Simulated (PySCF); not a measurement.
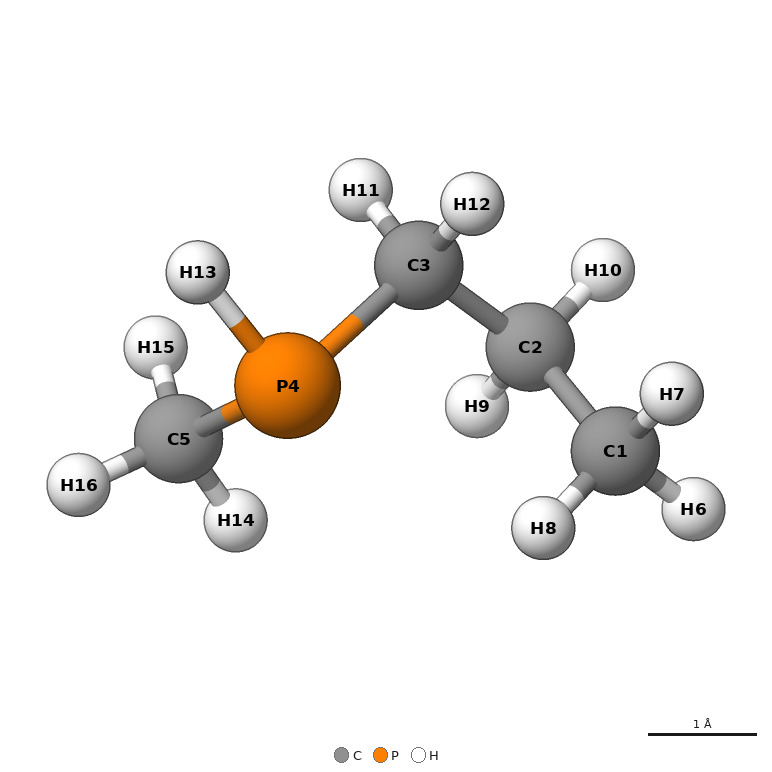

The computed structure is the end point of a GFN2-xTB optimisation. No frequency run is at hand to confirm it as a minimum.

List the bonds and their lengths.

```tsv
bond	length (Å)	order
C1–C2	1.522	single
C1–H6	1.088	single
C1–H7	1.088	single
C1–H8	1.089	single
C2–C3	1.526	single
C2–H9	1.093	single
C2–H10	1.094	single
C3–P4	1.868	single
C3–H11	1.094	single
C3–H12	1.094	single
P4–C5	1.852	single
P4–H13	1.403	single
C5–H14	1.089	single
C5–H15	1.089	single
C5–H16	1.088	single
```
